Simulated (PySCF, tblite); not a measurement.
# C₂H₂FO₃S radical: geometry, infrared bands and EPR parameters

Wanted: the infrared bands and EPR parameters of C₂H₂FO₃S radical (`O=S(=O)(O)/C=[C]\F`), by calculation.

The runs use tblite 0.8.0 and PySCF 2.14.0, with density-fitted response routines of our own; the level of theory stands in each step. All values are computed, except where a source is named. Atoms count from 0, in the outputs and in this text.

### Step 1. Starting geometry

9 atoms, charge 0, multiplicity 2; geometry from: force field or distance geometry start.

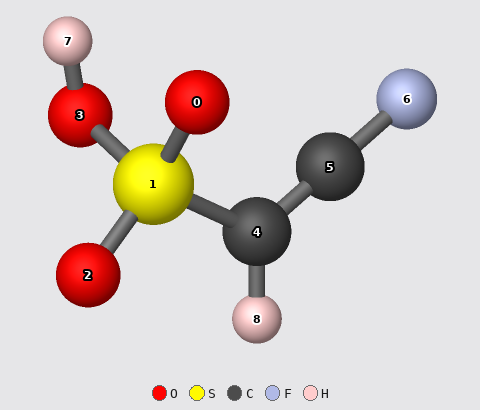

The starting geometry (oxygen red, sulfur yellow, carbon dark grey, fluorine light blue, hydrogen pink), atoms numbered.

### Step 2. Optimising the geometry with GFN2-xTB

What the job is given:

```
{"job": {"kind": "relax", "xc": "GFN2-xTB", "basis": "xTB"}, "charge": 0, "multiplicity": 2}
O     -0.875600     0.797600     1.372900
S     -0.854500     0.396900    -0.022900
O     -2.052800     0.249500    -0.784500
O      0.063400     1.501200    -0.764900
C      0.130400    -1.002600    -0.218800
C      1.248900    -1.148200     0.403500
F      2.419100    -1.300500     1.051800
H      0.152600     2.268800    -0.150000
H     -0.217900    -1.756800    -0.912200
```

Command:

```bash
$ OMP_NUM_THREADS=1 python probes_run.py task.json out
```

One launch serves the whole session: the jobs run in the order shown.

**Question.** This job is followed by: GFN2-xTB harmonic vibrations, gas phase; UKS B3LYP, pcH-1 on C F H O S, non-relativistic, mean-field spin-orbit, GIAO. What will the session give for the following? strongest single infrared mode (GFN2-xTB); zero-point energy (GFN2-xTB); g(iso) (B3LYP); ⟨S²⟩; largest a(iso) (averaged by class); potential on the surface of density 0.002 e/bohr³, 1st and 99th percentile.

As calculated:

| quantity | value |
| --- | --- |
| strongest single infrared mode (GFN2-xTB) | 1290 cm⁻¹, 467 km/mol |
| zero-point energy (GFN2-xTB) | 27.3 kcal/mol |
| g(iso) (B3LYP) | 2.00308 |
| ⟨S²⟩ | 0.759 (exact 0.75) |
| largest a(iso) (averaged by class) | 13C on C5, 532.6 MHz |
| potential on the surface of density 0.002 e/bohr³, 1st and 99th percentile | -1.30 V and 3.21 V |

Over 80 steps the energy fell by 0.792 eV; of the close pairs, S1–C4 changed most, 1.722 to 1.853 Å. All 21 modes are real, so the xTB geometry is a minimum. The strongest single mode, at 1290 cm⁻¹, is spread over several atoms, S1, O2, O0 among them. GFN2-xTB is a fitted tight-binding method: band positions and strengths are rough. Its intensities can rank the bands wrongly. C5 carries the largest spin population, 0.91 e. The isotropic g lies 0.8 ppt above the free-electron value. These values are for one conformer; the search (at its own cheap level) found 2 more, at 0.92, 9.80 kcal/mol, and measured spectra average over such forms.
